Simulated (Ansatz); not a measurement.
**One shape, several levels: [OF2]+ (SMILES F[O+]F)**

Aim: a comparison of 6 runs (UHF/STO-3G, UBHLYP/STO-3G, UBLYP/STO-3G, USVWN5/STO-3G, UBCCD(T)/STO-3G, UCCSD/STO-3G) of [OF2]+. 

Program for the calculation: Ansatz 0.2.0.

16 further runs of the same task are left out: 13 that didn't finish, 3 set aside as unsound or not needed.

## (1) The system as given

[OF2]+ has 3 atoms, charge +1, and is taken as a doublet. As SMILES, `F[O+]F`. The O2–F1 distance was set to 3.218 Å, away from the relaxed value. At this shape a bond of the SMILES string is far longer than usual.

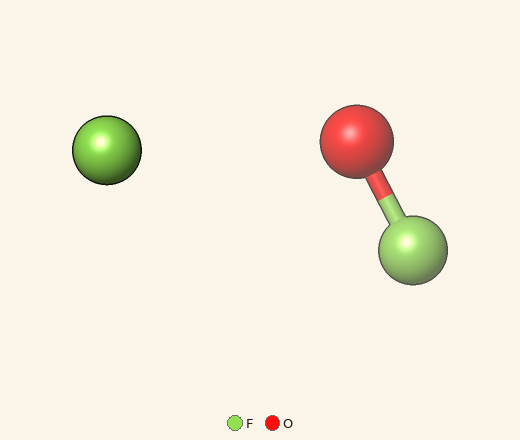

Viewed from a chosen angle; fluorine green, oxygen red.

## (2) A single-point energy at UHF/STO-3G (run 1)

input.yaml reads:

```yaml
crystal:
  periodic: [false, false, false]
  atoms:
    - {symbol: F, position_ang: [2.319935, -1.475835, 1.117221]}
    - {symbol: O, position_ang: [0.000600, 0.484920, 0.053430]}
    - {symbol: F, position_ang: [-0.928920, -0.185540, -0.532380]}
basis:
  gaussian:
    orbitals: STO-3G
total_charge: 1
magnetization:
  spin_polarized: true
  initial_magnetization: 1
hamiltonian:
  xc: hf
accuracy: high
```

On the command line:

```sh
$ ansatz run input.yaml --threads 1 --pin off --max-ram 2610MiB --events-out events.jsonl --progress --plain --runs-dir runs
```

The program printed:

```text
Warning: RAYON_NUM_THREADS=1 ignored (pool sized by the plan → 1); use --threads N
Functional definition: HF
  name "HF"
  exchange = exact_x
  correlation = 0
222 factors; integrals over basis functions are off by at most 5.8e-8 eV
mean field evaluation 1: about -7297.5712 eV, gradient 2.0e1 eV
mean field evaluation 2: about -7297.6180 eV, gradient 2.0e1 eV
mean field evaluation 4: about -7294.3298 eV, gradient 3.0e1 eV
mean field evaluation 8: about -7328.4562 eV, gradient 5.6e-1 eV
mean field evaluation 16: about -7329.6559 eV, gradient 9.1e-2 eV
mean field evaluation 32: about -7330.2274 eV, gradient 6.2e-2 eV
mean field evaluation 64: about -7331.7641 eV, gradient 2.6e-1 eV
mean field evaluation 96: about -7308.9272 eV, gradient 2.2e1 eV
mean field evaluation 128: about -7330.2287 eV, gradient 3.8e-4 eV
mean field evaluation 160: about -7331.6987 eV, gradient 5.0e-2 eV
mean field evaluation 192: about -7329.4039 eV, gradient 2.1e0 eV
mean field evaluation 224: about -7331.1046 eV, gradient 5.4e0 eV
mean field evaluation 256: about -7331.7028 eV, gradient 6.9e-1 eV
mean field evaluation 288: about -7330.2920 eV, gradient 2.5e0 eV
mean field evaluation 320: about -7328.4843 eV, gradient 9.9e-1 eV
mean field evaluation 352: about -7327.8049 eV, gradient 1.2e1 eV
mean field -7331.76507992 eV, -269.4373970380 hartree, gradient 1.3e-8 eV, S^2 1.786734; 6 other end points of the search recorded, 0 dependent functions left out
reference -7331.76507992 eV, -269.4373970380 hartree; 13, 12 occupied and 2, 3 virtual orbitals, 222 factors
Total energy: -7331.76507992 eV, -269.4373970380 hartree
```

Run time: 0.77 s. Hardware: 1 thread of Arm Neoverse V1, shared host.

## (3) The energy at UBHLYP/STO-3G (run 2)

input.yaml, as its differences from that of step 2:

```diff
@@ -10,2 +10,3 @@
 total_charge: 1
+accuracy: high
 magnetization:
@@ -14,3 +15,2 @@
 hamiltonian:
-  xc: hf
-accuracy: high
+  xc: {name: BHLYP}
```

On the command line:

```sh
$ ansatz run input.yaml --threads 1 --pin off --max-ram 2610MiB --events-out events.jsonl --progress --plain --runs-dir runs
```

The program printed, cut to the lines that bear on the results:

```text
Warning: RAYON_NUM_THREADS=1 ignored (pool sized by the plan → 1); use --threads N
Functional definition: BHLYP
  name "BHLYP"
[...]
222 factors; integrals over basis functions are off by at most 5.8e-8 eV
[...]
mean field -7355.60373934 eV, -270.3134516135 hartree, gradient 8.9e-8 eV, S^2 1.753062; 11 other end points of the search recorded, 0 dependent functions left out
reference -7355.60374966 eV, -270.3134519927 hartree; 13, 12 occupied and 2, 3 virtual orbitals, 222 factors
Total energy: -7355.60374966 eV, -270.3134519927 hartree
```

It took 26 s on 1 thread of Arm Neoverse V1, shared host; peak memory 0.11 GiB.

## (4) A single-point energy at UBLYP/STO-3G (run 3)

input.yaml, as its differences from that of step 3:

```diff
@@ -7,10 +7,6 @@
 basis:
-  gaussian:
-    orbitals: STO-3G
+  gaussian: {orbitals: STO-3G}
 total_charge: 1
+magnetization: {spin_polarized: true, initial_magnetization: 1}
+hamiltonian: {xc: {name: BLYP}}
 accuracy: high
-magnetization:
-  spin_polarized: true
-  initial_magnetization: 1
-hamiltonian:
-  xc: {name: BHLYP}
```

On the command line:

```sh
$ ansatz run input.yaml --threads 1 --pin off --max-ram 2610MiB --events-out events.jsonl --progress --plain --runs-dir runs
```

The program printed, cut to the lines that bear on the results:

```text
Warning: RAYON_NUM_THREADS=1 ignored (pool sized by the plan → 1); use --threads N
Functional definition: BLYP
  name "BLYP"
[...]
222 factors; integrals over basis functions are off by at most 5.8e-8 eV
[...]
mean field -7356.77267407 eV, -270.3564091723 hartree, gradient 6.9e-9 eV, S^2 1.750567; 17 other end points of the search recorded, 0 dependent functions left out
reference -7356.77269482 eV, -270.3564099350 hartree; 13, 12 occupied and 2, 3 virtual orbitals, 222 factors
Total energy: -7356.77269482 eV, -270.3564099350 hartree
```

It took 32 s on 1 thread of Arm Neoverse V1, shared host; peak memory 0.11 GiB.

Runs 4 to 5 aren't shown in full; the table further down has their settings and results.

## (5) The energy at UCCSD/STO-3G (run 6)

input.yaml reads:

```yaml
crystal:
  periodic: [false, false, false]
  atoms:
    - symbol: F
      position_ang: [2.319935, -1.475835, 1.117221]
    - symbol: O
      position_ang: [0.000600, 0.484920, 0.053430]
    - symbol: F
      position_ang: [-0.928920, -0.185540, -0.532380]
basis:
  gaussian:
    orbitals: STO-3G
total_charge: 1
magnetization:
  spin_polarized: true
  initial_magnetization: 1
correlation:
  method: ccsd
  frozen_orbitals: {F: 1, O: 1}
accuracy: high
scf:
  omitted_lower_state_checks: [cluster_reference, increment]
```

On the command line:

```sh
$ ansatz run input.yaml --threads 1 --pin off --max-ram 2610MiB --events-out events.jsonl --progress --plain --runs-dir runs
```

The program printed:

```text
Warning: RAYON_NUM_THREADS=1 ignored (pool sized by the plan → 1); use --threads N
[... 21 lines left out ...]
3 core orbitals not correlated: weight in the atoms' cores, before any rotation towards them, 1.000 or more for the frozen orbitals, at most 0.000 for the correlated occupied ones
[... 55 lines left out ...]
Total energy: -7334.47529464 eV, -269.5369955922 hartree
Checks for a lower state left out: cluster_reference, increment
```

Wall time 1.2 s (1 thread of Arm Neoverse V1, shared host).

## (6) The series

| run | level | frozen core orbitals | energy (Eh) | ⟨S²⟩ | wall time |
| --- | --- | --- | --- | --- | --- |
| 1 | UHF/STO-3G | – | -269.437397 | 1.787 | 0.77 s |
| 2 | UBHLYP/STO-3G | – | -270.313452 | 1.753 | 26 s |
| 3 | UBLYP/STO-3G | – | -270.356410 | 1.751 | 32 s |
| 4 | USVWN5/STO-3G | – | -268.558570 | 1.751 | 9.9 s |
| 5 | UBCCD(T)/STO-3G | 3 | -269.539515 | 1.787 | 1.4 s |
| 6 | UCCSD/STO-3G | 3 | -269.536996 | 1.787 | 1.2 s |

## (7) Results

| quantity | value |
| --- | --- |
| run 6: total energy | -269.53700 Eh |
| run 6: correlation energy (3 core orbitals frozen) | -99.6 mEh |
| run 6: ⟨S²⟩ of the reference determinant | 1.787 |
| run 6: T1 diagnostic | 0.052 |

**Reading.** Below the UHF energy at the same shape and in the same basis (STO-3G): UBCCD(T) -102.1 mEh; UCCSD -99.6 mEh. Totals of different functionals can't be ranked against each other. In runs 1, 2, 3, 4, 5, 6 the basis is minimal, so the values are rough. Spin contamination of the reference: run 1 ⟨S²⟩ = 1.79, run 5 ⟨S²⟩ = 1.79, run 6 ⟨S²⟩ = 1.79, run 2 ⟨S²⟩ = 1.75, run 4 ⟨S²⟩ = 1.75, run 3 ⟨S²⟩ = 1.75. Where it is this large, the reference is a mixture of spin states, and values that rest on it are in doubt. All runs together took 72 s, the longest 32 s.
